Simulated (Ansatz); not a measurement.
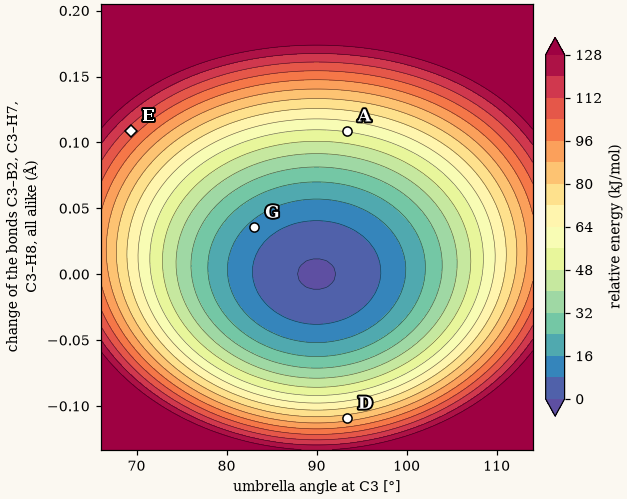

CH4B2Cl, SMILES BB([CH2-])Cl, charge −1. Coordinates scanned: (1) umbrella angle at C3 (between each of its bonds and their common axis; 90 is planar); (2) change of the bonds C3–B2, C3–H7, C3–H8, all alike. Nothing is relaxed (all other coordinates rigid). The grid has 15 × 15 points; 215 points were computed and 10 follow by symmetry. Points are written as (first, second). All energies are given in kJ/mol relative to the lowest grid point. All numbers below come from RHF/def2-SVPD in Ansatz.

The picture shows filled contours, one colour for all values above the top of the scale, lettered points. Between grid points the surface is interpolated.

**What kind of point is each of A, D, E, G: minimum, saddle, maximum or slope?**

A: on a slope; D: on a slope; E: on a slope; G: on a slope. (In these two coordinates alone; a stationary point may lie a little off the grid point.)

**Rank the lettered points by energy, lowest first.**

G (14 kJ/mol), A (57 kJ/mol), D (84 kJ/mol), E (108 kJ/mol).
